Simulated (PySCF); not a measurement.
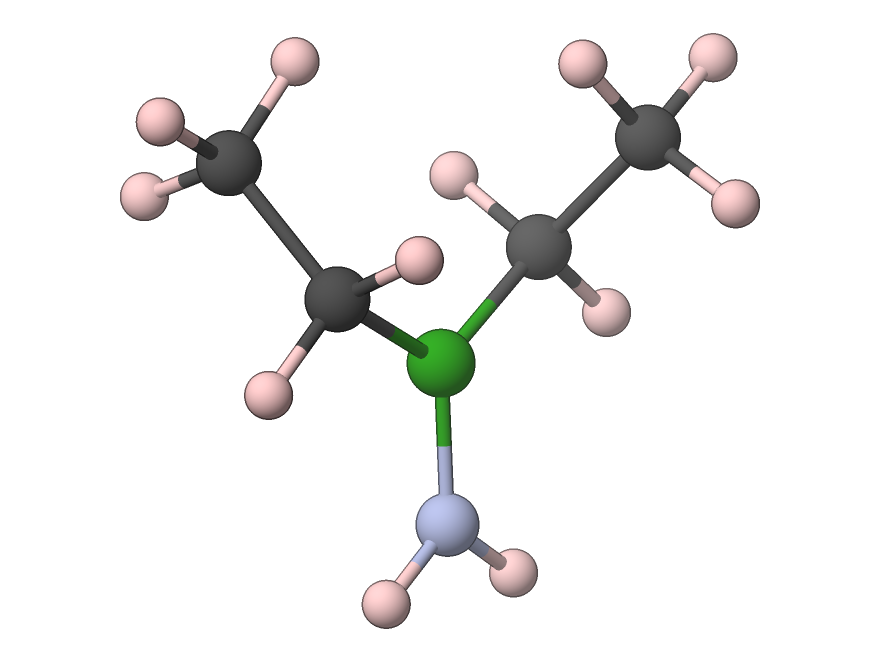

Colours: boron green, carbon dark grey, hydrogen pink, nitrogen light blue.

Identify the structure.

The molecule is C₄H₁₂BN. Its SMILES string is `CCB(N)CC`. It has no ring. Coordination: 1 B trigonal planar; 4 C tetrahedral; 1 N trigonal planar.

More results for the same structure follow; atom numbers are the same in all pictures, views and colours differ. The computed structure is the end point of a PBE0-D3(BJ)/def2-SVP optimisation. No frequency run is at hand to confirm it as a minimum.

### Geometry

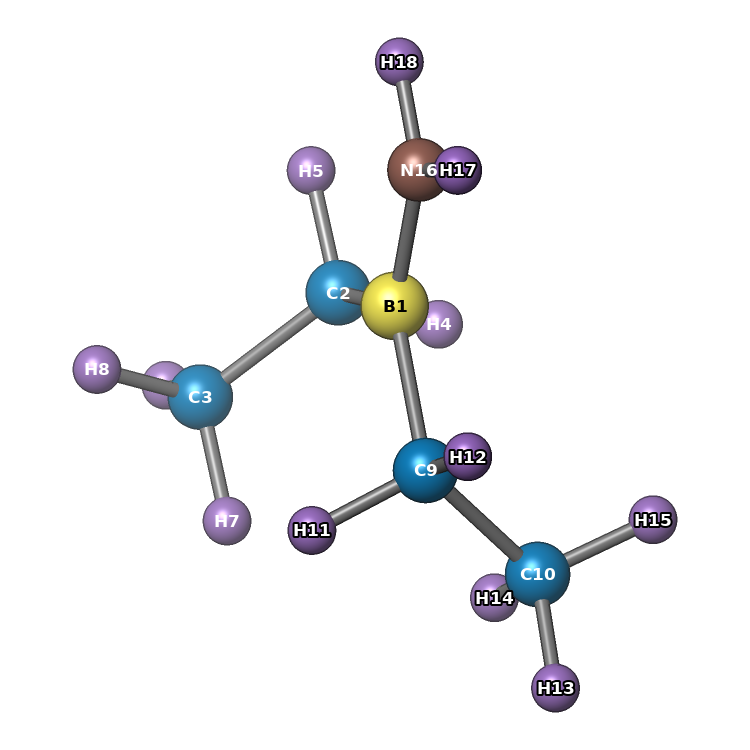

C2 lies behind B1. The molecule seen a little off the B1–C2 bond, B1 in front. Distant atoms are faded towards the background colour. No frequency run is at hand to confirm it as a minimum.

Question: What is the torsion angle N16–B1–C2–C3? The sign is positive where the front bond must turn clockwise to cover the back bond.

Answer: −132°, anticlinal.

### Quadrupole coupling

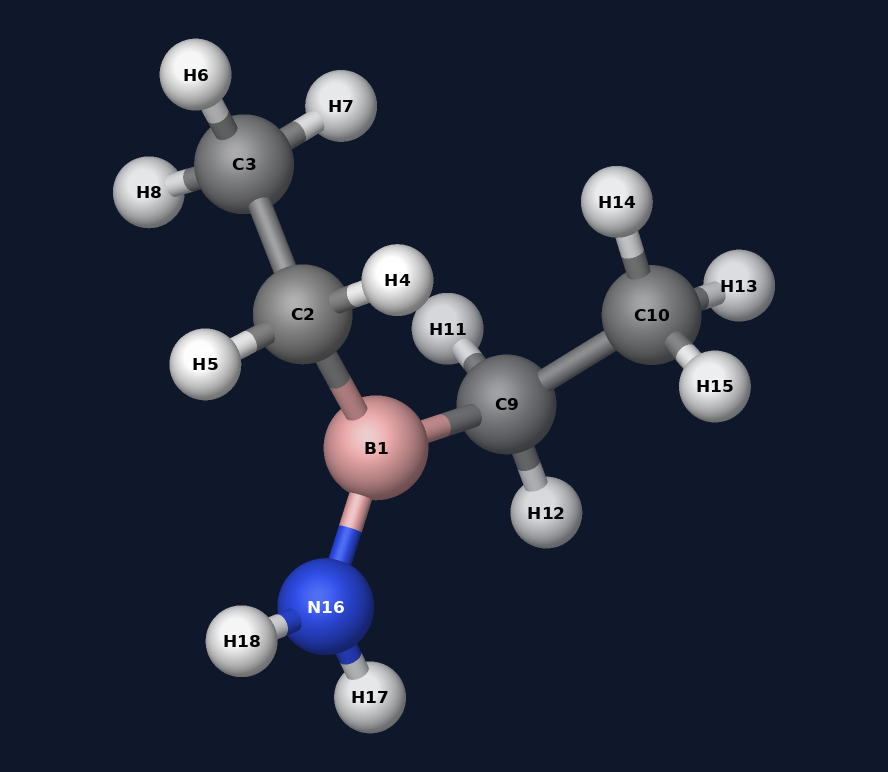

No frequency run is at hand to confirm it as a minimum. Electric field gradients from the ground-state density, PBE0/pcSseg-1 (PySCF 2.14.0), non-relativistic apart from any core potentials.

Give the largest field-gradient component, the quadrupole coupling constant and the asymmetry for 11B at B1 (Q = 40.59 mb), 14N at N16 (Q = 20.44 mb).

```json
{"atom": "B1", "V_zz (a.u.)": "0.437", "e²qQ/h (MHz)": "4.17", "η": "0.17"}
{"atom": "N16", "V_zz (a.u.)": "−0.645", "e²qQ/h (MHz)": "−3.10", "η": "0.67"}
```

### Excitation

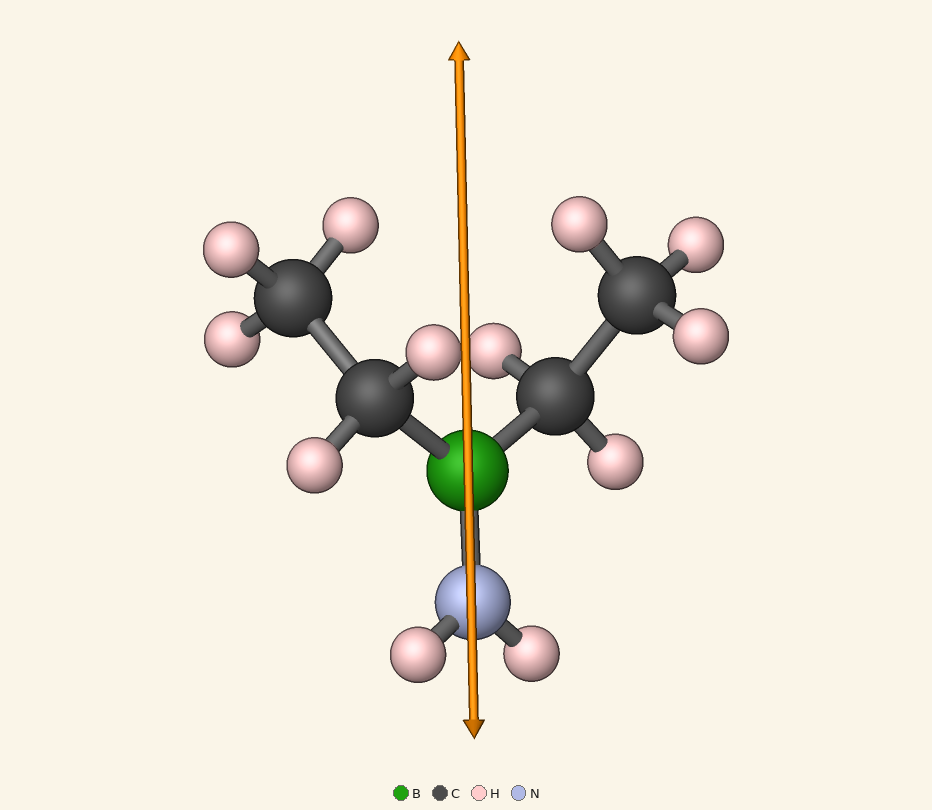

The double arrow shows the direction of the transition dipole to excited singlet state 6 (its length means nothing). No frequency run is at hand to confirm it as a minimum. Properties computed with TDDFT PBE0/def2-SVPD, vertical, gas phase, core orbitals frozen in the response (PySCF 2.14.0).

Question: Where does the transition lie, and how strong is it?

Answer: 8.14 eV (152 nm), oscillator strength 0.16, mainly HOMO−1 → LUMO+1 (weight 0.84); transition dipole 2.26 D.

### NMR shielding

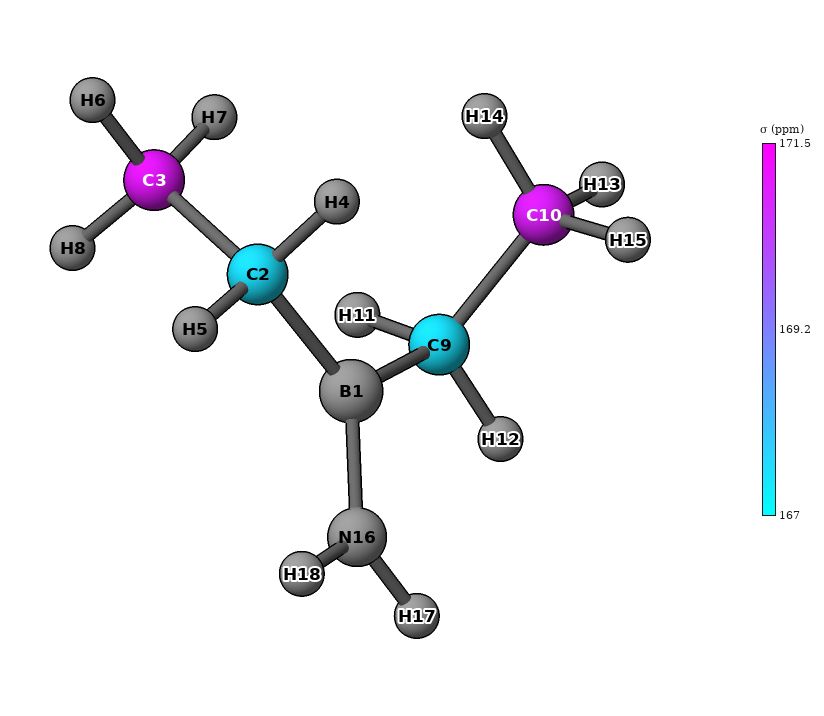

Atoms are coloured by their isotropic NMR shieldings (C only, the others grey). No frequency run is at hand to confirm it as a minimum. Properties computed with GIAO KT2/pcSseg-1 NMR shielding, non-relativistic, gas phase (PySCF 2.14.0).

Give the isotropic NMR shieldings of the C atoms atom by atom.

| atom | σ (ppm) |
| --- | --- |
| C2 | 167.5 |
| C3 | 171.1 |
| C9 | 167.5 |
| C10 | 170.9 |

### Spin–spin coupling

No frequency run is at hand to confirm it as a minimum. Properties computed with B3LYP/pcJ-1 indirect spin-spin coupling, non-relativistic, gas phase (PySCF 2.14.0). Isotopes: 11B, 13C, 1H, 15N.

Give the spin–spin coupling constants of these pairs, with the number of bonds between them: N16/H18, B1/C10, B1/H4, B1/H8, H5/N16, C10/N16.

```csv
pair,bonds apart,J (Hz)
"N16, H18",1,−84.4
"B1, C10",2,−1.1
"B1, H4",2,−6.1
"B1, H8",3,2.1
"H5, N16",3,−3.2
"C10, N16",3,−1.1
```
